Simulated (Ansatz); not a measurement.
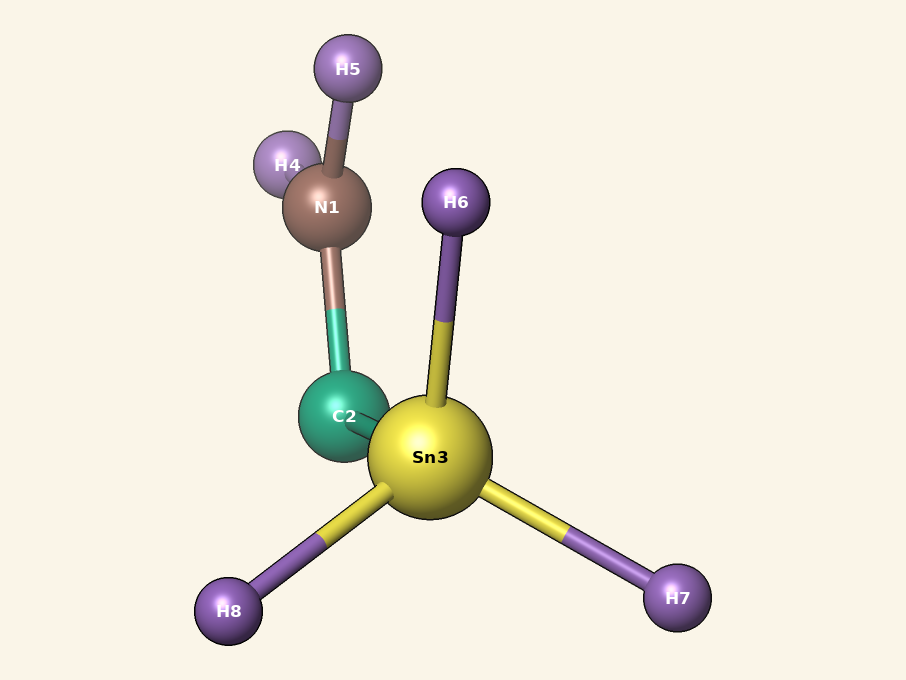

C2 lies behind Sn3. The molecule seen a little off the Sn3–C2 bond, Sn3 in front. Atoms fade into the background with distance from the viewer. The geometry was computed by an optimisation with PBE-D4/def2-SVP. No frequency run is at hand to confirm it as a minimum.

**What is the torsion angle H6–Sn3–C2–N1? The sign is positive where the front bond must turn clockwise to cover the back bond.**

0°, synperiplanar (eclipsed).
